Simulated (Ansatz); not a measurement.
# One shape, several levels: singlet CH3BCl+

Aim: a comparison of 6 runs (B3LYP/6-31G*, B2PLYP/aug-cc-pVDZ, B3LYP/aug-cc-pVDZ, CAM-B3LYP/aug-cc-pVDZ, SVWN5/aug-cc-pVDZ, revPBE/aug-cc-pVDZ) of singlet CH3BCl+. 

The calculation is run with Ansatz 0.2.0.

70 further runs of the same task are left out: 70 set aside as unsound or not needed.

## 1. The system as given

The species is CH3BCl+ (6 atoms), meant as a singlet with charge +1. As SMILES of the parent species, `C[B]Cl`. The shape is that of a PBE0-D4/def2-TZVP optimisation. That shape belongs to the parent species and isn't relaxed for this state.

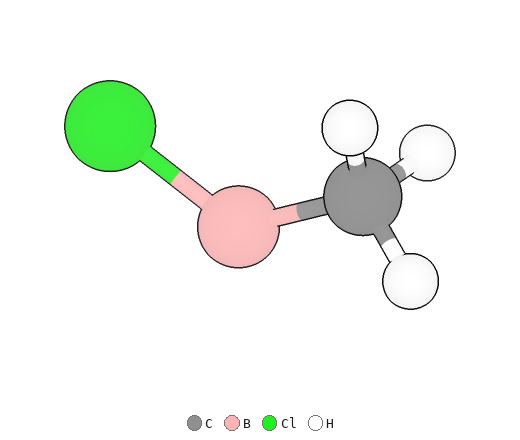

Viewed from a chosen angle; carbon grey, boron pink, chlorine green, hydrogen white.

## 2. The energy at B3LYP/6-31G(d) (spherical functions) (run 1)

molecule.yaml reads:

```yaml
crystal:
  periodic: [false, false, false]
  atoms:
    - symbol: C
      position_ang: [-0.289900, 0.325200, -0.312400]
    - symbol: B
      position_ang: [0.195300, -1.059500, 0.167700]
    - symbol: Cl
      position_ang: [1.467800, -1.355700, 1.297800]
    - symbol: H
      position_ang: [-1.073500, 0.641700, 0.390700]
    - symbol: H
      position_ang: [0.494200, 1.088800, -0.289700]
    - symbol: H
      position_ang: [-0.752000, 0.295400, -1.300400]
basis:
  gaussian:
    orbitals: 6-31G_st_-spherical.json
total_charge: 1
hamiltonian:
  xc: {name: B3LYP}
accuracy: high
output:
  orbitals: {seedname: orbitals}
```

The basis set 6-31G* is read from a file made from the Basis Set Exchange's data (not shown).

The run is started by

```sh
ansatz run molecule.yaml --threads 1 --pin off --max-ram 3480MiB --events-out events.jsonl --progress --plain --runs-dir runs
```

The log of the run:

```text
Warning: RAYON_NUM_THREADS=1 ignored (pool sized by the plan → 1); use --threads N
Functional definition: B3LYP
  name "B3LYP"
  parameter a0 = 0.2
  parameter ax = 0.72
  parameter ac = 0.81
  exchange = (1 - a0 - ax)*slater_x + ax*b88_x + a0*exact_x
  correlation = (1 - ac)*vwn_rpa_c + ac*lyp_c
1163 factors; integrals over basis functions are off by at most 3.7e-9 eV
mean field evaluation 1: about -14268.0806 eV, gradient 5.7e1 eV
mean field evaluation 2: about -14261.1902 eV, gradient 7.1e1 eV
mean field evaluation 4: about -14275.8448 eV, gradient 6.0e0 eV
mean field evaluation 8: about -14275.9484 eV, gradient 1.9e-1 eV
mean field evaluation 16: about -14275.9485 eV, gradient 1.2e-5 eV
mean field -14275.94853669 eV, -524.6314321378 hartree, gradient 6.7e-8 eV, S^2 0.000000; 0 other end points of the search recorded, 0 dependent functions left out
reference -14275.94856765 eV, -524.6314332758 hartree; 15, 15 occupied and 37, 37 virtual orbitals, 1163 factors
Total energy: -14275.94856765 eV, -524.6314332758 hartree
```

Run time: 2.8 s. Hardware: 1 thread of Arm Neoverse V1, shared host; peak memory 0.14 GiB.

## 3. A single-point energy at B2PLYP/aug-cc-pVDZ (run 2)

job.yaml reads:

```yaml
crystal:
  periodic: [false, false, false]
  atoms:
    - {symbol: C, position_ang: [-0.289900, 0.325200, -0.312400]}
    - {symbol: B, position_ang: [0.195300, -1.059500, 0.167700]}
    - {symbol: Cl, position_ang: [1.467800, -1.355700, 1.297800]}
    - {symbol: H, position_ang: [-1.073500, 0.641700, 0.390700]}
    - {symbol: H, position_ang: [0.494200, 1.088800, -0.289700]}
    - {symbol: H, position_ang: [-0.752000, 0.295400, -1.300400]}
basis:
  gaussian:
    orbitals: aug-cc-pVDZ
total_charge: 1
hamiltonian:
  xc: {name: B2PLYP}
accuracy: high
output:
  orbitals: {seedname: orbitals}
correlation:
  frozen_orbitals: {B: 1, C: 1, Cl: 5, H: 0}
```

The run is started by

```sh
ansatz run job.yaml --threads 1 --pin off --max-ram 3480MiB --events-out events.jsonl --progress --plain --runs-dir runs
```

The log of the run, cut to the lines that bear on the results:

```text
Warning: RAYON_NUM_THREADS=1 ignored (pool sized by the plan → 1); use --threads N
Functional definition: B2PLYP
  name "B2PLYP"
[...]
1975 factors; integrals over basis functions are off by at most 3.8e-9 eV
[...]
mean field -14267.11136583 eV, -524.3066720990 hartree, gradient 4.0e-8 eV, S^2 0.000000; 0 other end points of the search recorded, 0 dependent functions left out
7 core orbitals not correlated: weight in the atoms' cores, before any rotation towards them, 1.000 or more for the frozen orbitals, at most 0.000 for the correlated occupied ones
reference -14267.11139570 eV, -524.3066731965 hartree; 8, 8 occupied and 85, 85 virtual orbitals, 1975 factors
second order -12.18253974 eV of doubles, -0.00000000 eV of singles
Total energy: -14270.40068143 eV, -524.4275522175 hartree
```

Run time: 11 s. Hardware: 1 thread of Arm Neoverse V1, shared host; peak memory 0.29 GiB.

Run 3 isn't shown in full; the table further down has it.

## 4. The energy at CAM-B3LYP/aug-cc-pVDZ (run 4)

in.yaml reads:

```yaml
crystal:
  periodic: [false, false, false]
  atoms:
    - symbol: C
      position_ang: [-0.289900, 0.325200, -0.312400]
    - symbol: B
      position_ang: [0.195300, -1.059500, 0.167700]
    - symbol: Cl
      position_ang: [1.467800, -1.355700, 1.297800]
    - symbol: H
      position_ang: [-1.073500, 0.641700, 0.390700]
    - symbol: H
      position_ang: [0.494200, 1.088800, -0.289700]
    - symbol: H
      position_ang: [-0.752000, 0.295400, -1.300400]
basis:
  gaussian:
    orbitals: aug-cc-pVDZ
total_charge: 1
hamiltonian:
  xc: {name: CAM-B3LYP}
accuracy: high
output: {orbitals: {seedname: orbitals}}
```

The run is started by

```sh
ansatz run in.yaml --threads 1 --pin off --max-ram 3480MiB --events-out events.jsonl --progress --plain --runs-dir runs
```

The log of the run:

```text
Warning: RAYON_NUM_THREADS=1 ignored (pool sized by the plan → 1); use --threads N
Functional definition: CAM-B3LYP
  name "CAM-B3LYP"
  parameter alpha = 0.19
  parameter beta = 0.46
  parameter omega = 0.33/bohr
[... 1 set-up line as earlier in the session ...]
  exchange = (1 - alpha - beta)*b88_x + beta*b88_x_sr(omega) + alpha*exact_x + beta*exact_x_lr(omega)
  correlation = (1 - ac)*vwn5_c + ac*lyp_c
1975 factors; integrals over basis functions are off by at most 3.8e-9 eV
525 factors; integrals over basis functions are off by at most 2.4e-9 eV
mean field evaluation 1: about -14267.7444 eV, gradient 5.8e1 eV
mean field evaluation 2: about -14268.8802 eV, gradient 4.9e1 eV
mean field evaluation 4: about -14275.3123 eV, gradient 1.7e0 eV
mean field evaluation 8: about -14275.3197 eV, gradient 2.2e-2 eV
mean field evaluation 16: about -14275.3197 eV, gradient 7.0e-6 eV
mean field -14275.31967768 eV, -524.6083219956 hartree, gradient 4.7e-8 eV, S^2 0.000000; 0 other end points of the search recorded, 0 dependent functions left out
reference -14275.31970150 eV, -524.6083228707 hartree; 15, 15 occupied and 85, 85 virtual orbitals, 1975 factors
Total energy: -14275.31970150 eV, -524.6083228707 hartree
```

It took 8.1 s on 1 thread of Arm Neoverse V1, shared host; peak memory 0.34 GiB.

Run 5 isn't shown in full; the table further down has it.

## 5. The energy at revPBE/aug-cc-pVDZ (run 6)

in.yaml reads:

```yaml
crystal:
  periodic: [false, false, false]
  atoms:
    - {symbol: C, position_ang: [-0.289900, 0.325200, -0.312400]}
    - {symbol: B, position_ang: [0.195300, -1.059500, 0.167700]}
    - {symbol: Cl, position_ang: [1.467800, -1.355700, 1.297800]}
    - {symbol: H, position_ang: [-1.073500, 0.641700, 0.390700]}
    - {symbol: H, position_ang: [0.494200, 1.088800, -0.289700]}
    - {symbol: H, position_ang: [-0.752000, 0.295400, -1.300400]}
basis:
  gaussian:
    orbitals: aug-cc-pVDZ
total_charge: 1
hamiltonian:
  xc: {name: revPBE}
accuracy: high
output:
  orbitals: {seedname: orbitals}
```

The run is started by

```sh
ansatz run in.yaml --threads 1 --pin off --max-ram 3480MiB --events-out events.jsonl --progress --plain --runs-dir runs
```

The log of the run:

```text
Warning: RAYON_NUM_THREADS=1 ignored (pool sized by the plan → 1); use --threads N
Functional definition: revPBE
  name "revPBE"
  parameter kappa = 1.245
  parameter beta = 0.06672455060314922
  exchange = pbe_x(kappa = kappa, mu = beta*pi^2/3)
  correlation = pbe_c(beta = beta)
1975 factors; integrals over basis functions are off by at most 3.8e-9 eV
mean field evaluation 1: about -14259.7861 eV, gradient 7.6e1 eV
mean field evaluation 2: about -14226.4738 eV, gradient 1.1e2 eV
mean field evaluation 4: about -14273.4335 eV, gradient 9.9e0 eV
mean field evaluation 8: about -14273.7297 eV, gradient 2.0e-1 eV
mean field evaluation 16: about -14273.7276 eV, gradient 2.1e-5 eV
mean field -14273.72755077 eV, -524.5498124107 hartree, gradient 3.6e-8 eV, S^2 0.000000; 0 other end points of the search recorded, 0 dependent functions left out
reference -14273.72756106 eV, -524.5498127889 hartree; 15, 15 occupied and 85, 85 virtual orbitals, 1975 factors
Total energy: -14273.72756106 eV, -524.5498127889 hartree
```

Run time: 6 s. Hardware: 1 thread of Arm Neoverse V1, shared host; peak memory 0.25 GiB.

## 6. The series

```csv
run,level,frozen core orbitals,energy (Eh),HOMO energy (eV),LUMO energy (eV),HOMO–LUMO gap (eV),wall time
1,B3LYP/6-31G* (spherical functions),–,-524.631433,-16.16,-10.52,5.64,2.8 s
2,B2PLYP/aug-cc-pVDZ,7,-524.427552,-17.57,-8.94,8.63,11 s
3,B3LYP/aug-cc-pVDZ,–,-524.664116,-16.14,-10.53,5.62,7.2 s
4,CAM-B3LYP/aug-cc-pVDZ,–,-524.608323,-17.77,-9.15,8.62,8.1 s
5,SVWN5/aug-cc-pVDZ,–,-522.490850,-15.11,-11.32,3.78,4.5 s
6,revPBE/aug-cc-pVDZ,–,-524.549813,-15.00,-11.12,3.88,6 s
```

## 7. Results

```
            quantity          value
 run 6: total energy  -524.54981 Eh
  run 6: HOMO energy      -15.00 eV
  run 6: LUMO energy      -11.12 eV
run 6: HOMO–LUMO gap        3.88 eV
```

In words: The HOMO–LUMO gap runs from 3.78 eV (SVWN5/aug-cc-pVDZ) to 8.63 eV (B2PLYP/aug-cc-pVDZ). A double hybrid's value is that of its SCF part. Totals of different functionals can't be ranked against each other. All runs together took 39 s, the longest 11 s.
